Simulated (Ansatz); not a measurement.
Input file:

```
crystal:
  periodic: [false, false, false]
  atoms:
    - { symbol: Sn, position_ang: [0.246608, 0.058771, -0.107548] }
    - { symbol: Cl, position_ang: [0.242705, -0.120007, 2.293242] }
    - { symbol: H, position_ang: [1.933486, -0.030227, -0.486335] }
    - { symbol: H, position_ang: [-0.413155, 1.592292, -0.514996] }
    - { symbol: H, position_ang: [-0.59838, -1.308921, -0.719518] }
    - { symbol: S, position_ang: [-3.235395, 0.160281, 0.957249] }
    - { symbol: H, position_ang: [-3.373823, -1.182197, 0.764949] }
    - { symbol: H, position_ang: [-2.301746, -0.042793, 1.960657] }
basis:
  gaussian: { orbitals: def2-SVP }
hamiltonian:
  xc: pbe
  dispersion: d4
relax:
  f_tol: 0.03
  max_steps: 50
output:
  orbitals: {}
```

Command:

```sh
ansatz run input.yaml --threads 2 --pin off --max-ram 3072MiB --backend cpu --events-out ev --progress --plain --runs-dir out
```

The fields are those of the run's last geometry, not of the input's.

Core potentials replace the inner electrons of Sn.

These are results of RKS PBE-D4/def2-SVP (Ansatz 0.2.0), not measurements.

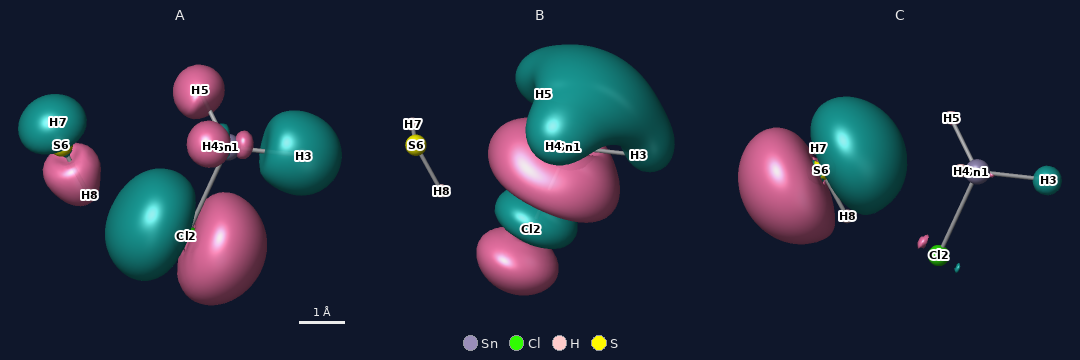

ClH3Sn···H2S. Three frontier orbitals at ±0.08 Å⁻³ᐟ² (teal and pink are the two phases), in no order.

**Which picture is the HOMO−1, the HOMO and the LUMO?**

A is the HOMO−1 (−7.10 eV). It lies mainly on Cl2 (about 75 %), Sn1 (about 10 %) and H3 (about 5 %); largely a lone pair of Cl2. C is the HOMO (−5.99 eV). By Hirshfeld shares it lies mainly on S6 (about 90 %); largely a lone pair of S6. B is the LUMO (−1.78 eV). By Hirshfeld shares it lies mainly on Sn1 (about 55 %) and Cl2 (about 25 %).

**What is the HOMO–LUMO gap?**

4.21 eV between the orbital energies.
